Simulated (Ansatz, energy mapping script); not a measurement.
# NiI2: J from the energies of magnetic orders

Wanted: the magnetic order of NiI2, its couplings and an estimate of its ordering temperature, by LDA+U (6.6 eV).

Calculated with Ansatz 0.2.0; LDA with U = 6.6 eV on Ni d, ortho-atomic projectors; plane waves, U on orthogonalised atomic orbitals unless named otherwise, collinear spin, no spin–orbit coupling.

The database entry behind the starting cell differs from later determinations by our own check (an axis about 0.9 % short against later determinations), so it need not match the best structure at ambient conditions.

## 1. The starting structure

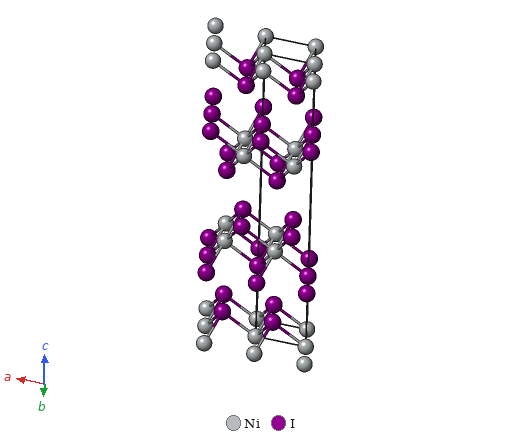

The starting structure, seen from a free direction (nickel light grey, iodine purple). 2×2×1 cells are drawn. This picture shows the conventional cell, with its axes. Bonds to atoms that aren't drawn are left out. Some periodic images of atoms are drawn too.

Coordinates:

```cif
data_structure
_symmetry_space_group_name_H-M 'R-3m:H'
_symmetry_Int_Tables_number 166
_cell_length_a 3.8920
_cell_length_b 3.8920
_cell_length_c 19.6340
_cell_angle_alpha 90.000
_cell_angle_beta 90.000
_cell_angle_gamma 120.000
_cell_volume 257.56
loop_
_atom_site_label
_atom_site_type_symbol
_atom_site_symmetry_multiplicity
_atom_site_Wyckoff_symbol
_atom_site_fract_x
_atom_site_fract_y
_atom_site_fract_z
_atom_site_occupancy
Ni1 Ni 3 a 0.00000 0.00000 0.00000 1
I1 I 6 c 0.33333 0.66667 0.91667 1
```

A Hubbard U penalises fractional filling of the shell. It raises the cost of virtual hops to the neighbours, so couplings that rest on such hops usually weaken.

## 2. Seed run in the crystal's own cell

A corrected shell can settle in several orbital fillings. One parallel run, with an occupation width a fifth wider than the orders use, therefore is to supply the occupation matrices. All orders start from them.

input.yaml reads:

```yaml
crystal:
  lattice:
    - [1.946, 1.123523624, 6.544666667]
    - [-1.946, 1.123523624, 6.544666667]
    - [0.0, -2.247047248, 6.544666667]
  atoms:
    - { symbol: Ni, position: [0.0, 0.0, 0.0], spin: 2.0 }
    - { symbol: I, position: [0.25, 0.25, 0.25] }
    - { symbol: I, position: [0.75, 0.75, 0.75] }
magnetization:
  spin_polarized: true
kpoints:
  mp_grid: { grid: [8, 8, 8] }
hamiltonian:
  xc: lda
  hubbard:
    sites: [{ species: Ni, l: d, u_eff: 6.6 }]
    projectors: ortho-atomic
scf:
  occupations: { method: fermi_dirac, width: 0.06 }
output:
  eigenvalues: true
```

The run is started by

```bash
ansatz run input.yaml --threads 4 --pin off --max-ram 8192MiB --backend cpu --events-out ev --progress --plain --runs-dir out
```

Numbers of over 12 decimals in the logs are rounded to 6 here.

Output:

```text
basis.fft_grid_basis auto: the FFT boxes are laid along the combinations [[1, 0, -1], [0, 1, -1], [0, 0, 1]] of the cell's own vectors, 3.892, 3.892 and 6.920 Å long. The dense box has 27×27×48 points. Along the cell's own vectors, as sized, it would have 48×48×48, 3.16 times as many. Of the 12 symmetry operations that the crystal satisfies within crystal.symmetry.tolerance (time reversal apart; of a slab, those that [...]
Engine: ansatz 0.2.0, aarch64-unknown-linux-gnu
Pseudopotentials: kind: paw
Pseudopotential: Ni, paw, valence charge 18, recommended cutoff 420 eV (normal), Ni.paw.azcp
Pseudopotential: I, paw, valence charge 17, recommended cutoff 420 eV (normal), I.paw.azcp
Functional definition: SPW92
  exchange = slater_x
  correlation = pw_c
Crystal: 3 atoms, lattice volume = 85.855 Å³
Basis set: ecut = 420 eV, 1713 PW (Γ), FFT grids on a1−a3, a2−a3, a3
Bands: 33, of which v1, the nominal top of the filled ones, is band 26 counted from 1 (25 counted from 0)
Symmetry: 12 space group operations
Space group: R-3m (ITA 166), of the structure as read, at distance tolerance 4.4e-5 Å
Magnetic group: BNS 166.97 (UNI 1327), of the structure as read, at distance tolerance 4.4e-5 Å
k-points: 65 of 512
Non-local potential: Ni, projectors of the file, l = 0: 3, l = 1: 2, l = 2: 3, l = 3: 1
Non-local potential: I, projectors of the file, l = 0: 2, l = 1: 2, l = 2: 2, l = 3: 2
PAW form: soft (Blöchl's): semilocal exchange-correlation on the pseudo side does not see the compensation charge
PAW frozen core: Ni, regenerated for the run's functional, and the local potential with it (the file was generated under x = pbe(κ = 0.804, μ = 0.219515), c = pbe(β = 0.066725))
PAW frozen core: I, regenerated for the run's functional, and the local potential with it (the file was generated under x = pbe(κ = 0.804, μ = 0.219515), c = pbe(β = 0.066725))
PAW one-centre angular grid: Ni, 590 points (default); XC on 64 Gauss nodes
PAW one-centre angular grid: I, 590 points (default); XC on 64 Gauss nodes
Initial density: superposition of atomic densities (chi_scale 0.1, normalization cell, long waves kept (reshape's long-wave potential 0.11 eV rms))
Starting moments: Σ|m| = 2 μB on 1 of 3 sites
Initial wavefunctions: pseudopotential atomic-orbital guess
Functional: x = slater, c = lda
SCF iter   1: F=—  HF=-20489.338408 eV  |F-HF|=—  |Δ(HF+E_count)|=         —  Δρ=2.02e-1 (↑2.60e-2 ↓2.02e-1)  dr2=4.83e1  dr2_m=6.70e0  M=0.306 μB ∫|m|=0.337 μB  β_m=0.30  ethr=3.10e-3  ⟨swp⟩=7.7  Hψ=19475  notcnv=0  defer=14
preconditioner: auto → Kerker (q_TF=auto, 2.510 Å⁻¹)  [metal: Δε(μ)=0.010 eV  Ē_g=11.846 eV  σ=0.060 eV  W_gap=0.04  n_scr=28 (ndim 8)  ℏωp=19.6 eV  f_vac=0.045  D(μ)=3.78/eV (n_scr^D=28)]
[...]
SCF iter  20: F=-20483.234980 eV  HF=-20483.234980 eV  |F-HF|=4.59e-8  |Δ(HF+E_count)|=   1.06e-7  Δρ=8.24e-6 (↑3.59e-6 ↓8.24e-6)  dr2=6.79e-8  dr2_m=1.76e-8  M=2.000 μB ∫|m|=2.025 μB  β_m=0.94  ethr=1.92e-10  ⟨swp⟩=10.3  Hψ=19709  notcnv=0
SCF iter  21: F=-20483.234980 eV  HF=-20483.234980 eV  |F-HF|=6.09e-9  |Δ(HF+E_count)|=   1.27e-8  Δρ=2.54e-6 (↑9.99e-7 ↓2.54e-6)  dr2=1.35e-8  dr2_m=1.31e-9  M=2.000 μB ∫|m|=2.025 μB  ethr=1.31e-10  ⟨swp⟩=2.0  Hψ=11949  notcnv=0
SCF 1 converged in 21 iterations: F = -20483.234980 eV  dr2 = 1.35e-8
[...]
Symmetry: 6 space group operations
k-points: 90 of 512
[...]
Starting moments: Σ|m| = 2 μB on 1 of 3 sites; this step starts from the density that it was given
[...]
spin=Collinear: Resta preconditioning applied to the charge; magnetization (m = ρ↑ − ρ↓) channel mixes plain (no charge-response kernel on spin).
[...]
SCF 2 converged in 4 iterations: F = -20483.234980 eV  dr2 = 5.11e-9
an SCF along what the orbitals of the run's state read of its open shells (or to have them read: on a GPU, or by another smearing), with 6 of the crystal's symmetry operations given up (90 k-points in place of 65), reached no lower state that the run goes on to. This is no proof of a minimum
SCF converged after 21 iterations
Magnetization: 1.9996 μB (26.9998 up, 25.0002 down)
Absolute magnetization: 2.0244 μB (∫|ρ↑−ρ↓|, with the PAW one-centre terms)
Spin contamination: 0.0032 ħ² per cell (⟨S²⟩ above its minimum at these occupations)
Per-site moments (μB) at R_I (Å): [(1.455242, 1.146591), (0.172358, 1.146591), (0.172358, 1.146591)]
Free energy (F): -20483.234980 eV
Harris-Foulkes:  -20483.234980 eV  (|F-HF|=6.09e-9)
Internal energy: -20483.234778 eV  (E = F + TS)
E sigma→0 (E₀):  -20483.234879 eV
Entropy (-TS):   -0.000201 eV (-0.067 meV/atom)
Fermi energy:    8.264949 eV
--- Per-component energies (eV) ---
  E_band       = -1186.795609
  E_kinetic    = 657.415473
  E_local      = -9023.926278  (includes V_loc(G=0)·N_el)
  E_nonlocal   = 474.022158
  E_hartree    = 4232.199932
  E_xc         = -336.377885
  E_vxc        = -363.110729  (∫ρ·V_xc dr)
  E_hubbard    = 1.507154  (on-site DFT+U / exact-exchange correction)
  E_vhub       = -25.260570  (the Hubbard potential's part of the band-sum identity)
  E_paw        = -10886.398377  (= ΣΔE_a)
  E_vpaw       = -1370.327871  (= ΣTr[D̂ρ^β])
  E_aug_tail   = 0.000559  (compensation charges beyond the density's cutoff)
  E_ewald      = -5603.674067
  E_core_change = 1.996551  (= ΣΔE_core)
  E_smearing   = -0.000201  (= −TS)
  E_closure    = 0.000000  (closes the sum)
  Σ components = -20483.234980   (vs F -20483.234980, Δ=0.00e0)
--- Band table (eV; the first three rows and the last of 130) ---
  k-point 0 ↑: bands = [... 22 lower, 7.4418, 7.6135, 7.6135, 7.7477, 7.7477, 11.3472, 12.5297, 14.4125, ... 3 higher]
  k-point 1 ↑: bands = [... 22 lower, 6.6374, 6.9826, 7.3427, 7.4918, 7.6789, 12.0556, 13.1580, 13.9781, ... 3 higher]
  k-point 2 ↑: bands = [... 22 lower, 5.2024, 5.6923, 6.8308, 7.2878, 7.4578, 11.9618, 13.4814, 14.7259, ... 3 higher]
  k-point 64 ↓: bands = [... 22 lower, 6.5344, 7.5766, 7.5766, 9.4003, 9.4003, 12.9349, 13.0328, 14.8673, ... 3 higher]
Occupation matrices written to <dir>
```

Wall time 28 s (4 threads of Arm Neoverse V1, shared host); peak memory 1.4 GiB.

Numbers from this step:

```
final state                       : ferromagnetic
electrons in the corrected shells : 8.568 e
largest moment                    : 1.455 μB
```

## 3. Order 1: parallel, cell A of 6 atoms

Each cell gets its own parallel run on the same mesh, so that most of the mesh error cancels in the differences.

input.yaml reads:

```yaml
crystal:
  lattice:
    - [-1.946, 3.370570872, 0.0]
    - [-5.838, -3.370570872, 0.0]
    - [1.946, 1.123523624, 6.544666667]
  atoms:
    - { symbol: Ni, position: [0.5, 0.5, 0.0], spin: 2.0 }
    - { symbol: Ni, position: [0.0, 0.0, 0.0], spin: 2.0 }
    - { symbol: I, position: [0.5, 0.75, 0.75] }
    - { symbol: I, position: [0.0, 0.25, 0.75] }
    - { symbol: I, position: [0.5, 0.25, 0.25] }
    - { symbol: I, position: [0.0, 0.75, 0.25] }
magnetization:
  spin_polarized: true
kpoints:
  mp_grid: { grid: [7, 5, 5] }
hamiltonian:
  xc: lda
  hubbard:
    sites:
      - { species: Ni, l: d, u_eff: 6.6 }
      - { site: 0, l: d, u_eff: 6.6, starting_ns: [{ spin: up, occupation_matrix: ni1_major }, { spin: down, occupation_matrix: ni1_minor }] }
      - { site: 1, l: d, u_eff: 6.6, starting_ns: [{ spin: up, occupation_matrix: ni1_major }, { spin: down, occupation_matrix: ni1_minor }] }
    projectors: ortho-atomic
    occupation_matrices:
      ni1_major:
        matrix:
          - [0.997, 0.0, 0.0, 0.0, 0.0]
          - [0.0, 0.997, 0.0, 0.0, 0.0]
          - [0.0, 0.0, 0.997, 0.0, 0.0]
          - [0.0, 0.0, 0.0, 0.997, 0.0]
          - [0.0, 0.0, 0.0, 0.0, 0.997]
      ni1_minor:
        matrix:
          - [0.993, 0.0, 0.0, 0.0, 0.0]
          - [0.0, 0.516, 0.0, 0.0, 0.32]
          - [0.0, 0.0, 0.516, 0.32, 0.0]
          - [0.0, 0.0, 0.32, 0.779, 0.0]
          - [0.0, 0.32, 0.0, 0.0, 0.779]
scf:
  occupations: { method: fermi_dirac, width: 0.05 }
output:
  eigenvalues: true
```

Output:

```text
[...]
Crystal: 6 atoms, lattice volume = 171.709 Å³
Basis set: ecut = 420 eV, 3375 PW (Γ)
Bands: 65, of which v1, the nominal top of the filled ones, is band 52 counted from 1 (51 counted from 0)
Symmetry: 8 space group operations
[...]
k-points: 52 of 175
[...]
Starting moments: Σ|m| = 4 μB on 2 of 6 sites
[...]
SCF iter   1: F=—  HF=-40977.728958 eV  |F-HF|=—  |Δ(HF+E_count)|=         —  Δρ=1.96e-1 (↑2.57e-2 ↓1.96e-1)  dr2=9.25e1  dr2_m=1.25e1  M=0.803 μB ∫|m|=0.855 μB  β_m=0.30  ethr=3.10e-3  ⟨swp⟩=7.3  Hψ=27314  notcnv=0  defer=56
[...]
SCF iter  14: F=-40966.469882 eV  HF=-40966.469882 eV  |F-HF|=2.01e-9  |Δ(HF+E_count)|=   4.63e-8  Δρ=5.63e-6 (↑1.82e-6 ↓5.63e-6)  dr2=3.78e-8  dr2_m=1.02e-8  M=4.000 μB ∫|m|=4.050 μB  ethr=9.62e-11  ⟨swp⟩=12.2  Hψ=34009  notcnv=0
SCF 1 converged in 14 iterations: F = -40966.469882 eV  dr2 = 3.78e-8
[...]
SCF converged after 14 iterations
Magnetization: 3.9998 μB (53.9999 up, 50.0001 down)
Absolute magnetization: 4.0492 μB (∫|ρ↑−ρ↓|, with the PAW one-centre terms)
[...]
Per-site moments (μB) at R_I (Å): [(1.455348, 1.146591), (1.455348, 1.146591), (0.172442, 1.146591), (0.172442, 1.146591), (0.172442, 1.146591), (0.172442, 1.146591)]
Free energy (F): -40966.469882 eV
[...]
Internal energy: -40966.469794 eV  (E = F + TS)
E sigma→0 (E₀):  -40966.469838 eV
Entropy (-TS):   -0.000088 eV (-0.015 meV/atom)
Fermi energy:    8.264219 eV
[...]
--- Specified on-site occupations, and those of the state reported ---
  electrons in the specified blocks: 17.1360 specified, 17.1361 found
  site 0 (l=d) ↓: largest change of an orbital's occupation 0.0008; electrons 3.5830 specified, 3.5834 found; spectral distance 0.0005
[...]
site 0 (l=d) ↑: largest change of an orbital's occupation 0.0005; electrons 4.9850 specified, 4.9846 found; spectral distance 0.0010
[...]
--- Band table (eV; the first three rows and the last of 104) ---
  k-point 0 ↑: bands = [... 48 lower, 7.5864, 7.6134, 7.6135, 7.6298, 7.7476, 7.7478, 10.0275, 11.3471, ... 9 higher]
  k-point 1 ↑: bands = [... 48 lower, 7.1668, 7.4865, 7.5123, 7.5125, 7.8456, 7.8458, 10.3931, 11.9266, ... 9 higher]
  k-point 2 ↑: bands = [... 48 lower, 6.4340, 7.2199, 7.4212, 7.4213, 7.9319, 7.9321, 11.0402, 12.6950, ... 9 higher]
  k-point 51 ↓: bands = [... 48 lower, 6.3367, 6.5529, 8.9784, 9.1162, 9.1235, 9.2112, 11.0844, 11.1109, ... 9 higher]
Occupation matrices written to <dir>
```

Wall time 29 s (4 threads); peak memory 1.2 GiB.

Spin moment in the sphere by atom:

```csv
atom,spin moment in the sphere (μB)
Ni1,1.46
Ni2,1.46
I3,0.17
I4,0.17
I5,0.17
I6,0.17
```

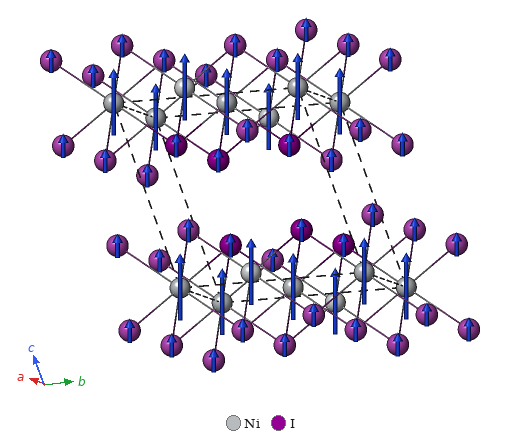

Spin moment in the sphere as arrows, the longest 1.46 μB. Up and down stand for the sign. Arrows give size and sign along the axis of quantisation, drawn up and down the page. Each arrow also spans its atom, so small moments look longer than they are. Some periodic images of atoms are drawn too.

The run ends ferromagnetic.

## 4. Run 2 (compensated +−; cell A, 6 atoms)

This order reverses 4 of the 6 neighbours at 3.89 Å, 4 of the 6 neighbours at 6.74 Å and 4 of the 6 neighbours at 6.92 Å, counted for an average magnetic atom.

input.yaml: that of step 3 with these lines changed.

```diff
@@ -7,3 +7,3 @@
     - { symbol: Ni, position: [0.5, 0.5, 0.0], spin: 2.0 }
-    - { symbol: Ni, position: [0.0, 0.0, 0.0], spin: 2.0 }
+    - { symbol: Ni, position: [0.0, 0.0, 0.0], spin: -2.0 }
     - { symbol: I, position: [0.5, 0.75, 0.75] }
@@ -22,3 +22,3 @@
       - { site: 0, l: d, u_eff: 6.6, starting_ns: [{ spin: up, occupation_matrix: ni1_major }, { spin: down, occupation_matrix: ni1_minor }] }
-      - { site: 1, l: d, u_eff: 6.6, starting_ns: [{ spin: up, occupation_matrix: ni1_major }, { spin: down, occupation_matrix: ni1_minor }] }
+      - { site: 1, l: d, u_eff: 6.6, starting_ns: [{ spin: up, occupation_matrix: ni1_minor }, { spin: down, occupation_matrix: ni1_major }] }
     projectors: ortho-atomic
```

Output:

```text
[...]
Crystal: 6 atoms, lattice volume = 171.709 Å³
Basis set: ecut = 420 eV, 3375 PW (Γ)
Bands: 65, of which v1, the nominal top of the filled ones, is band 52 counted from 1 (51 counted from 0)
Symmetry: 4 space group operations
[...]
k-points: 52 of 175
[...]
Starting moments: Σ|m| = 4 μB on 2 of 6 sites
Starting magnetic order: antiferromagnet; a translation exchanges its spin sublattices: spin-degenerate at every k-point
[...]
the translation (0.5, 0.5, 0) carries every atom to within crystal.symmetry.tolerance of an atom of its element with the starting moment reversed, but both spin channels are solved: the dense FFT box has an odd point count along it
SCF iter   1: F=—  HF=-40977.732118 eV  |F-HF|=—  |Δ(HF+E_count)|=         —  Δρ=1.40e-1 (↑1.40e-1 ↓1.40e-1)  dr2=9.25e1  dr2_m=1.25e1  M=-0.000 μB ∫|m|=0.679 μB  β_m=0.30  ethr=3.10e-3  ⟨swp⟩=7.0  Hψ=26757  notcnv=0  defer=148
[...]
SCF iter  18: F=-40966.458433 eV  HF=-40966.458433 eV  |F-HF|=2.79e-8  |Δ(HF+E_count)|=   3.33e-7  Δρ=4.66e-6 (↑4.66e-6 ↓4.47e-6)  dr2=2.73e-8  dr2_m=1.56e-8  M=0.000 μB ∫|m|=3.582 μB  ethr=5.75e-11  ⟨swp⟩=3.9  Hψ=20591  notcnv=0
SCF 1 converged in 18 iterations: F = -40966.458433 eV  dr2 = 2.73e-8
[...]
SCF converged after 18 iterations
Magnetization: 0.0000 μB (52.0000 up, 52.0000 down)
Absolute magnetization: 3.5765 μB (∫|ρ↑−ρ↓|, with the PAW one-centre terms)
[...]
Per-site moments (μB) at R_I (Å): [(1.455577, 1.146591), (-1.455567, 1.146591), (-0.057324, 1.146591), (0.057321, 1.146591), (-0.057324, 1.146591), (0.057321, 1.146591)]
Free energy (F): -40966.458433 eV
[...]
Internal energy: -40966.458406 eV  (E = F + TS)
E sigma→0 (E₀):  -40966.458419 eV
Entropy (-TS):   -0.000027 eV (-0.005 meV/atom)
Fermi energy:    8.210481 eV
[...]
--- Specified on-site occupations, and those of the state reported ---
  electrons in the specified blocks: 17.1360 specified, 17.1331 found
[...]
--- Band table (eV; the first three rows and the last of 104) ---
  k-point 0 ↑: bands = [... 48 lower, 7.6947, 7.6970, 7.7317, 7.7406, 9.2675, 9.3192, 10.1514, 11.4497, ... 9 higher]
  k-point 1 ↑: bands = [... 48 lower, 7.5271, 7.5835, 7.6785, 7.7462, 9.2459, 9.2473, 10.5187, 12.0312, ... 9 higher]
  k-point 2 ↑: bands = [... 48 lower, 7.3960, 7.4973, 7.5267, 7.6461, 9.2047, 9.2250, 11.1713, 12.7963, ... 9 higher]
  k-point 51 ↓: bands = [... 48 lower, 6.2533, 6.2758, 7.1861, 7.3019, 9.0377, 9.1435, 10.8825, 11.0475, ... 9 higher]
Occupation matrices written to <dir>
```

Elapsed: 37 s, on 4 threads; peak memory 1.2 GiB.

Spin moment in the sphere by atom:

```
atom  spin moment in the sphere (μB)
 Ni1                            1.46
 Ni2                           -1.46
  I3                           -0.06
  I4                            0.06
  I5                           -0.06
  I6                            0.06
```

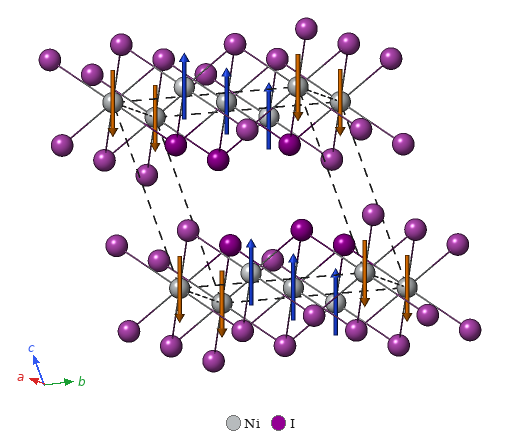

Spin moment in the sphere as arrows, the longest 1.46 μB. Up and down stand for the sign. Arrows give size and sign along the axis of quantisation, drawn up and down the page. The two directions have two colours. Some periodic images of atoms are drawn too.

The run ends antiferromagnetic, 5.71 meV a magnetic atom above the parallel order of its cell.

## 5. Run 3 (parallel; cell B, 9 atoms)

A new cell needs its own zero of energy.

input.yaml reads:

```yaml
crystal:
  lattice:
    - [-5.838, -3.370570872, 0.0]
    - [-5.838, 3.370570872, 0.0]
    - [-1.946, -1.123523624, -6.544666667]
  atoms:
    - { symbol: Ni, position: [0.666666667, 0.666666667, 0.0], spin: 2.0 }
    - { symbol: Ni, position: [0.333333333, 0.333333333, 0.0], spin: 2.0 }
    - { symbol: Ni, position: [0.0, 0.0, 0.0], spin: 2.0 }
    - { symbol: I, position: [0.916666667, 0.666666667, 0.25] }
    - { symbol: I, position: [0.583333333, 0.333333333, 0.25] }
    - { symbol: I, position: [0.25, 0.0, 0.25] }
    - { symbol: I, position: [0.416666667, 0.666666667, 0.75] }
    - { symbol: I, position: [0.083333333, 0.333333333, 0.75] }
    - { symbol: I, position: [0.75, 0.0, 0.75] }
magnetization:
  spin_polarized: true
kpoints:
  mp_grid: { grid: [5, 5, 5] }
hamiltonian:
  xc: lda
  hubbard:
    sites:
      - { species: Ni, l: d, u_eff: 6.6 }
      - { site: 0, l: d, u_eff: 6.6, starting_ns: [{ spin: up, occupation_matrix: ni1_major }, { spin: down, occupation_matrix: ni1_minor }] }
      - { site: 1, l: d, u_eff: 6.6, starting_ns: [{ spin: up, occupation_matrix: ni1_major }, { spin: down, occupation_matrix: ni1_minor }] }
      - { site: 2, l: d, u_eff: 6.6, starting_ns: [{ spin: up, occupation_matrix: ni1_major }, { spin: down, occupation_matrix: ni1_minor }] }
    projectors: ortho-atomic
    occupation_matrices:
      ni1_major:
        matrix:
          - [0.997, 0.0, 0.0, 0.0, 0.0]
          - [0.0, 0.997, 0.0, 0.0, 0.0]
          - [0.0, 0.0, 0.997, 0.0, 0.0]
          - [0.0, 0.0, 0.0, 0.997, 0.0]
          - [0.0, 0.0, 0.0, 0.0, 0.997]
      ni1_minor:
        matrix:
          - [0.993, 0.0, 0.0, 0.0, 0.0]
          - [0.0, 0.516, 0.0, 0.0, 0.32]
          - [0.0, 0.0, 0.516, 0.32, 0.0]
          - [0.0, 0.0, 0.32, 0.779, 0.0]
          - [0.0, 0.32, 0.0, 0.0, 0.779]
scf:
  occupations: { method: fermi_dirac, width: 0.05 }
output:
  eigenvalues: true
```

Output:

```text
[...]
Crystal: 9 atoms, lattice volume = 257.564 Å³
Basis set: ecut = 420 eV, 5041 PW (Γ)
Bands: 98, of which v1, the nominal top of the filled ones, is band 78 counted from 1 (77 counted from 0)
Symmetry: 12 space group operations
[...]
k-points: 39 of 125
[...]
Starting moments: Σ|m| = 6 μB on 3 of 9 sites
[...]
k-point 0 ↑: bands = [... 74 lower, 6.8738, 6.8738, 7.4417, 7.6133, 7.6133, 7.7475, 7.7475, 11.3471, ... 16 higher]
  k-point 1 ↑: bands = [... 74 lower, 6.7881, 6.7910, 6.7910, 7.5122, 7.5122, 7.8456, 7.8456, 11.4696, ... 16 higher]
  k-point 2 ↑: bands = [... 74 lower, 6.5406, 6.8482, 6.8482, 7.4210, 7.4210, 7.9318, 7.9318, 11.4450, ... 16 higher]
  k-point 38 ↓: bands = [... 74 lower, 6.8579, 8.7697, 8.8859, 8.9055, 9.1330, 9.1384, 9.2710, 11.1701, ... 16 higher]
Occupation matrices written to <dir>
[key lines of the parts left out:]
SCF converged after 14 iterations
Magnetization: 5.9997 μB (80.9999 up, 75.0001 down)
Free energy (F): -61449.705865 eV
Fermi energy:    8.253486 eV
```

Wall time 42 s (4 threads); peak memory 1.9 GiB.

The run ends ferromagnetic. For each magnetic atom its energy differs from the parallel run of the first cell by -0.35 meV, an error that one common reference would have brought in.

[end of part 1 of 2]

[Logs and program files are shortened in this print: banners, set-up blocks, solver, clock and traceback lines can be left out without a mark of their own.]

[Logs are printed without paths, hosts, clocks, repeated set-up lines and the standing remarks that a program may print on its own settings, such as how far it seeks lower states.]

[Hosts, paths, dates, database ids (printed as entryN), source tags and the programs' standing remarks are cut or masked in the printed files.]

[Where a cell is said to come from a database of computed structures, the database is the Materials Project.]
